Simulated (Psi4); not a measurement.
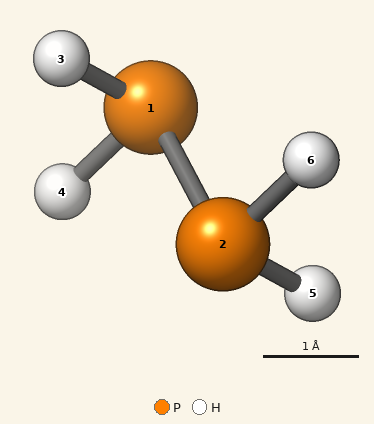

Fig. 1: The structure as given in the input (ball-and-stick view, seen at a tilt; atoms are numbered from 1 in the order of the input). Bond lengths as drawn: H–P 1.40 Å and P–P 2.15 Å.

**Excited-state calculation of P2H4**

The run: excited-state calculation of P2H4. Method and program: TDDFT (CAM-LDA0)/6-31G**, RKS (Psi4 1.11).

The geometry comes from this level: GFN2-xTB.

Input file (job.dat)
```
memory 1600 mb

molecule geom {
  0 1
  P     -0.53501926    -0.33051310    -1.93755509
  P      0.53586964     0.32699821     1.93303865
  H     -3.09544698     0.12147160    -1.48574047
  H     -0.83476762    -2.92826291    -1.59848153
  H      3.09773355    -0.11744648     1.49220334
  H      0.83163067     2.92775268     1.59653512
  units bohr
  symmetry c1
}

set {
  basis        6-31G**
  scf_type     pk
  tdscf_states 4
  tdscf_tda    false
}

result, w = energy("td-cam-lda0", return_wfn=True)
```

Machine: 1 thread of Intel Xeon @ 2.50GHz (Skylake/Cascade Lake), 192 GiB of memory available, shared host.

Run as:
```bash
psi4 job.dat job.out -n 1
```

What the program printed
```
Psi4 1.11 release

   => Loading Basis Set <=

    Name: 6-31G**
    Role: ORBITAL
    Keyword: BASIS

         ---------------------------------------------------------
                                   SCF
                              RKS Reference
                        1 Threads,   1525 MiB Core
         ---------------------------------------------------------

  ==> Geometry <==

    Molecular point group: c1
    Full point group: C1

    Geometry (in Bohr), charge = 0, multiplicity = 1:

       Center              X                  Y                   Z               Mass
    ------------   -----------------  -----------------  -----------------  -----------------
         P           -0.535405481395    -0.328916724594    -1.935503835859    30.973761998420
         P            0.535483418605     0.328594585406     1.935089904141    30.973761998420
         H           -3.095833201395     0.123067975406    -1.483689215859     1.007825032230
         H           -0.835153841395    -2.926666534594    -1.596430275859     1.007825032230
         H            3.097347328605    -0.115850104594     1.494254594141     1.007825032230
         H            0.831244448605     2.929349055406     1.598586374141     1.007825032230

  Running in c1 symmetry.

  Rotational constants: A =      2.23565  B =      0.20788  C =      0.20635 [cm^-1]
  Rotational constants: A =  67023.20681  B =   6232.11898  C =   6186.35604 [MHz]
  Nuclear repulsion =   91.209731401544900

  Charge       = 0
  Multiplicity = 1
  Electrons    = 34
  Nalpha       = 17
  Nbeta        = 17

  ==> Algorithm <==

  SCF Algorithm Type is PK.
  DIIS enabled.
  MOM disabled.
  Fractional occupation disabled.
  Guess Type is SAD.
  Energy threshold   = 1.00e-06
  Density threshold  = 1.00e-06
  Integral threshold = 1.00e-12

  ==> Primary Basis <==

  Basis Set: 6-31G**
    Blend: 6-31G**
    Number of shells: 28
    Number of basis functions: 58
    Number of Cartesian functions: 58
    Spherical Harmonics?: false
    Max angular momentum: 2

  ==> DFT Potential <==

   => LibXC <=

    Version 7.1.2

   => Composite Functional: CAM-LDA0 <=

    CAM-LDA0 Exchange-Correlation Functional

    Deriv               =              1
    GGA                 =          FALSE
    Meta                =          FALSE

    Exchange Hybrid     =           TRUE
    MP2 Hybrid          =          FALSE

   => Exchange Functionals <=

    0.5000   Slater exchange [omega = 0.3333]
    0.2500   Short-range LDA exchange with error function kernel (erfc) [omega = 0.3333]

   => Exact (HF) Exchange <=

    0.2500            HF,LR [omega = 0.3333]
    0.2500               HF

   => Correlation Functionals <=

   => LibXC Density Thresholds  <==

    XC_HYB_LDA_XC_CAM_LDA0:  1.00E-15

   => Molecular Quadrature <=

    Radial Scheme          =       TREUTLER
    Pruning Scheme         =           NONE
    Nuclear Scheme         =       TREUTLER

    Blocking Scheme        =         OCTREE
    BS radius alpha        =              1
    Pruning alpha          =              1
    Radial Points          =             75
    Spherical Points       =            302
    Total Points           =         129713
    Total Blocks           =           1037
    Max Points             =            256
    Max Functions          =             57
    Weights Tolerance      =       1.00E-15

  ==> Integral Setup <==

  Using in-core PK algorithm.
   Calculation information:
      Number of atoms:                   6
      Number of AO shells:              28
      Number of primitives:             74
      Number of atomic orbitals:        58
      Number of basis functions:        58

      Integral cutoff                 1.00e-12
      Number of threads:                 1

  Performing in-core PK
  Using 4393848 doubles for integral storage.
  We computed 79256 shell quartets total.
  Whereas there are 82621 unique shell quartets.

  Computing range-separated integrals for PK
  We computed 79256 wK shell quartets total.
  Whereas there are 82621 wK unique shell quartets.

  ==> DiskJK: Disk-Based J/K Matrices <==

    J tasked:                  Yes
    K tasked:                  Yes
    wK tasked:                 Yes
    Omega:               3.333E-01
    Memory [MiB]:             1098
    Schwarz Cutoff:          1E-12

  Cached 100.0% of DFT collocation blocks in 0.045 [GiB].

  Minimum eigenvalue in the overlap matrix is 4.9913956814E-03.
  Reciprocal condition number of the overlap matrix is 8.9581470213E-04.
    Using symmetric orthogonalization.

  ==> Pre-Iterations <==

  SCF Guess: Superposition of Atomic Densities via on-the-fly atomic UHF (no occupation information).

   -------------------------
    Irrep   Nso     Nmo
   -------------------------
     A         58      58
   -------------------------
    Total      58      58
   -------------------------

  ==> Iterations <==

                        Total Energy        Delta E     RMS |[F,P]|

   @RKS iter SAD:  -683.27880859224945   -6.83279e+02   0.00000e+00
   @RKS iter   1:  -683.47468489204437   -1.95876e-01   4.15931e-03 DIIS/ADIIS
   @RKS iter   2:  -683.50170281282055   -2.70179e-02   2.64428e-03 DIIS/ADIIS
   @RKS iter   3:  -683.51641247749092   -1.47097e-02   2.26116e-04 DIIS/ADIIS
   @RKS iter   4:  -683.51652685882641   -1.14381e-04   4.68078e-05 DIIS
   @RKS iter   5:  -683.51653409949927   -7.24067e-06   2.44190e-06 DIIS
   @RKS iter   6:  -683.51653413110364   -3.16044e-08   3.93144e-07 DIIS
  Energy and wave function converged.

  ==> Post-Iterations <==

   Electrons on quadrature grid:
      Ntotal   =   34.0000045659 ; deviation = 4.566e-06

    Orbital Energies [Eh]
    ---------------------

    Doubly Occupied:

       1A    -77.054884     2A    -77.054826     3A     -6.644237
       4A     -6.644149     5A     -4.804852     6A     -4.804685
       7A     -4.804625     8A     -4.804519     9A     -4.800526
      10A     -4.800400    11A     -0.774513    12A     -0.657675
      13A     -0.477498    14A     -0.420469    15A     -0.401700
      16A     -0.382218    17A     -0.284293

    Virtual:

      18A      0.026847    19A      0.050930    20A      0.065721
      21A      0.079759    22A      0.151824    23A      0.264379
      24A      0.296118    25A      0.320259    26A      0.335005
      27A      0.356743    28A      0.386452    29A      0.510562
      30A      0.533161    31A      0.577012    32A      0.641240
      33A      0.658339    34A      0.682942    35A      0.700567
      36A      0.710546    37A      0.736773    38A      0.847106
      39A      0.862562    40A      0.948471    41A      1.080443
      42A      1.196346    43A      1.243367    44A      1.261244
      45A      2.052220    46A      2.058643    47A      2.106980
      48A      2.126493    49A      2.180619    50A      2.242265
      51A      2.259426    52A      2.270997    53A      2.744348
      54A      2.748877    55A      2.844802    56A      2.846537
      57A      3.543901    58A      3.634910

    Final Occupation by Irrep:
              A
    DOCC [    17 ]
    NA   [    17 ]
    NB   [    17 ]

  @RKS Final Energy:  -683.51653413110364

   => Energetics <=

    Nuclear Repulsion Energy =             91.2097314015449001
    One-Electron Energy =               -1127.8698307373292664
    Two-Electron Energy =                 386.4261872384614662
    DFT Exchange-Correlation Energy =     -33.2826220337808891
    Empirical Dispersion Energy =           0.0000000000000000
    VV10 Nonlocal Energy =                  0.0000000000000000
    Total Energy =                       -683.5165341311036400

Computation Completed

Properties will be evaluated at   0.000000,   0.000000,   0.000000 [a0]

Properties computed using the SCF density matrix

 Multipole Moments:

 ------------------------------------------------------------------------------------
     Multipole            Electronic (a.u.)      Nuclear  (a.u.)        Total (a.u.)
 ------------------------------------------------------------------------------------

 L = 1.  Multiply by 2.5417464519 to convert [e a0] to [Debye]
 Dipole X            :          0.0018507           -0.0012262            0.0006245
 Dipole Y            :         -0.0055374            0.0050683           -0.0004691
 Dipole Z            :         -0.0073110            0.0065125           -0.0007985
 Magnitude           :                                                    0.0011170

 ------------------------------------------------------------------------------------

	total time  =          6 seconds =       0.10 minutes

******************************************************************************************
**********                               WARNING                                **********
**********       The names of excited state variables changed between 1.5       **********
**********     and 1.6. For a quick solution, remove the symmetry specifier     **********
**********   from the variable name. For full details, see 'Notes on Psivars'   **********
**********                        in the documentation.                         **********
******************************************************************************************

         ---------------------------------------------------------
                         TDSCF excitation energies
         ---------------------------------------------------------

  ==> Options <==

     Residual threshold  : 1.0000e-04
     Initial guess       : denominators
     Reference           : RHF
     Solver type         : RPA (Hamiltonian)

  ==> Requested Excitations <==

      4 singlet states with A symmetry

  ==> Seeking the lowest 4 singlet states with A symmetry

                        Generalized Hamiltonian Solver

  ==> Options <==

    Max number of iterations        = 60
    Eigenvector tolerance           = 1.0000e-04
    Max number of expansion vectors = 800

  => Iterations <=
                              Max[D[value]]     Max[|R|]   # vectors
  HamiltonianSolver iter   1:   2.68713e-01  1.57123e-01     16
  HamiltonianSolver iter   2:   7.86405e-03  3.44029e-02     24
  HamiltonianSolver iter   3:   2.47806e-04  7.85741e-03     32
  HamiltonianSolver iter   4:   1.13294e-05  1.56405e-03     40
  HamiltonianSolver iter   5:   2.71997e-07  2.82852e-04     48
  HamiltonianSolver iter   6:   7.11270e-09  5.27854e-05     56      Converged

******************************************************************************************
**********                               WARNING                                **********
**********  Length-gauge rotatory strengths are **NOT** gauge-origin invariant  **********
******************************************************************************************

                                    Excitation Energy         Total Energy        Oscillator Strength             Rotatory Strength
     #   Sym: GS->ES (Trans)        au              eV              au          au (length)    au (velocity)    au (length)    au (velocity)
    ---- -------------------- --------------- --------------- --------------- --------------- --------------- --------------- ---------------
     1        A->A (1 A)       0.22696         6.17602        -683.28957       0.2975          0.3930         -0.0040         -0.0046
     2        A->A (1 A)       0.24227         6.59253        -683.27426       0.0000          0.0000          0.0032          0.0040
     3        A->A (1 A)       0.24976         6.79644        -683.26677       0.0743          0.1312          0.0055          0.0073
     4        A->A (1 A)       0.26371         7.17601        -683.25282       0.0000          0.0000         -0.0059         -0.0079

Contributing excitations and de-excitations
Only contributions with abs(coeff) > 1.00e-01 will be printed:

Excited State    1 (1 A):   0.22696 au   200.75 nm f = 0.2975
  Sums of squares: Xssq =  1.007073e+00; Yssq =  7.072983e-03; Xssq - Yssq =  1.000000e+00
     15a  ->  18a     0.188169 ( 3.541%)
     17a  ->  18a     0.977335 (95.518%)

Excited State    2 (1 A):   0.24227 au   188.07 nm f = 0.0000
  Sums of squares: Xssq =  1.003859e+00; Yssq =  3.859451e-03; Xssq - Yssq =  1.000000e+00
     17a  ->  19a    -0.996111 (99.224%)

Excited State    3 (1 A):   0.24976 au   182.43 nm f = 0.0743
  Sums of squares: Xssq =  1.002634e+00; Yssq =  2.633880e-03; Xssq - Yssq =  1.000000e+00
     15a  ->  20a    -0.124153 ( 1.541%)
     17a  ->  20a     0.989222 (97.856%)

Excited State    4 (1 A):   0.26371 au   172.78 nm f = 0.0000
  Sums of squares: Xssq =  1.001796e+00; Yssq =  1.795657e-03; Xssq - Yssq =  1.000000e+00
     17a  ->  21a    -0.994539 (98.911%)

******************************************************************************************
**********                               WARNING                                **********
**********       The names of excited state variables changed between 1.5       **********
**********     and 1.6. For a quick solution, remove the symmetry specifier     **********
**********   from the variable name. For full details, see 'Notes on Psivars'   **********
**********                        in the documentation.                         **********
******************************************************************************************

    Psi4 run time: 0:00:15.99
```

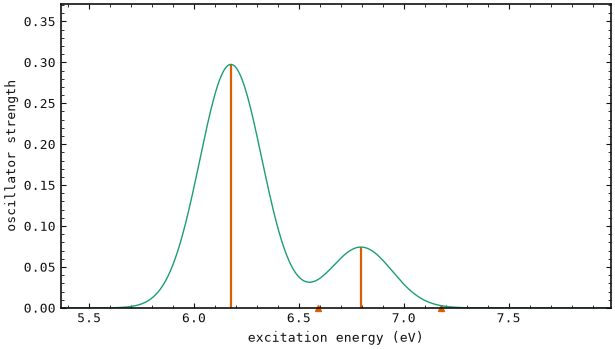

Fig. 2: Computed excitations as sticks (degenerate states added up, dark ones marked on the axis), with a Gaussian envelope of 0.35 eV full width at half maximum, scaled to the tallest. Of the 4 states the lowest lies at 6.18 eV (f = 0.297); the strongest line is at 6.18 eV, or 201 nm (f = 0.297).

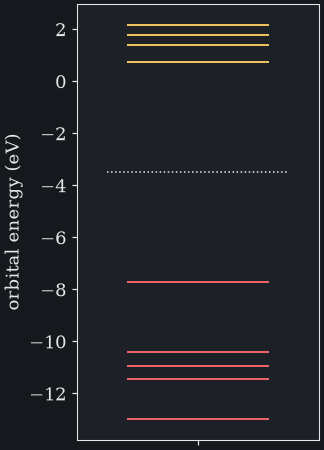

Fig. 3: Orbital energies near the frontier; the dotted line parts filled from empty levels, and levels within 0.02 eV of each other stand side by side. Highest filled −7.74 eV, lowest empty 0.73 eV, 8.47 eV apart.

Key numbers

| quantity | value |
| --- | --- |
| outcome | converged |
| total energy | −683.516534 hartree |
| basis functions | 58 |
| HOMO | −7.74 eV |
| LUMO | 0.73 eV |
| dipole moment | 0.00 D |
| lowest excitation | 6.18 eV |
| wall time | 18 s |
| peak memory | 0.3 GiB |
